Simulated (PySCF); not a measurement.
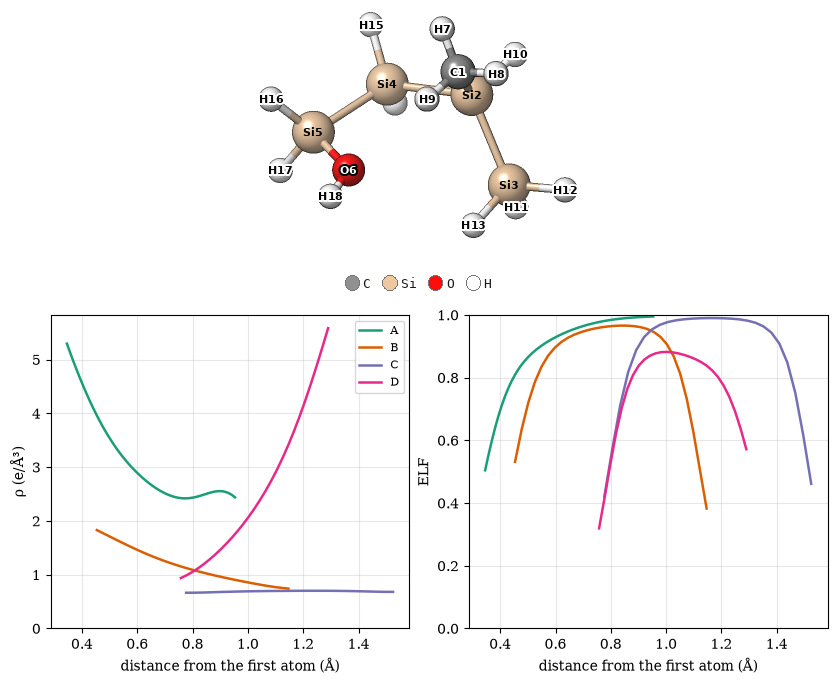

Figure. CH12OSi4. Electron density and ELF along straight lines between neighbouring atoms. The curves leave out the atomic cores. The structure is drawn too.

Geometry: GFN2-xTB.

These are results of PySCF, CAM-B3LYP/def2-SVPD, SCF density, gas phase, not measurements.

```xyz
18

C    -1.0241    0.4195    1.6466
Si   -1.2980   -0.5081   -0.0011
Si   -1.8971    1.0243   -1.6390
Si    0.6470   -1.7254   -0.4349
Si    2.5457   -0.4259   -0.4610
O     1.8456    1.0547   -0.4537
H    -0.7827   -0.2642    2.4559
H    -1.9036    0.9819    1.9469
H    -0.2009    1.1223    1.5532
H    -2.4441   -1.4114    0.2671
H    -1.9965    0.3839   -2.9553
H    -3.1873    1.6890   -1.4187
H    -0.9199    2.1066   -1.7826
H     0.5076   -2.4316   -1.7229
H     0.8498   -2.8382    0.5138
H     3.4499   -0.5136    0.6963
H     3.4366   -0.5121   -1.6270
H     2.3634    1.8546   -0.4817
```

> Which curve belongs to which contact (C–Si, O–H, Si–O and Si–Si)? The first atom named is at distance zero.

Curve A: O–H (0.95 Å): ρ at the midpoint is about 3.7 e/Å³; the ELF climbs to about 1 towards the hydrogen, as it does in any bond to H (an ordinary covalent bond to hydrogen). Curve B: C–Si (1.91 Å): ρ at the midpoint is about 0.9 e/Å³; the ELF peaks at about 0.95 between the atoms: a shared electron pair. Curve C: Si–Si (2.30 Å): ρ at the midpoint is about 0.7 e/Å³; the ELF peaks at about 1 between the atoms (a shared electron pair). Curve D: Si–O (1.64 Å): ρ at the midpoint is about 1.1 e/Å³; the ELF peaks at about 0.90 between the atoms, as expected for a shared but strongly polarised pair.
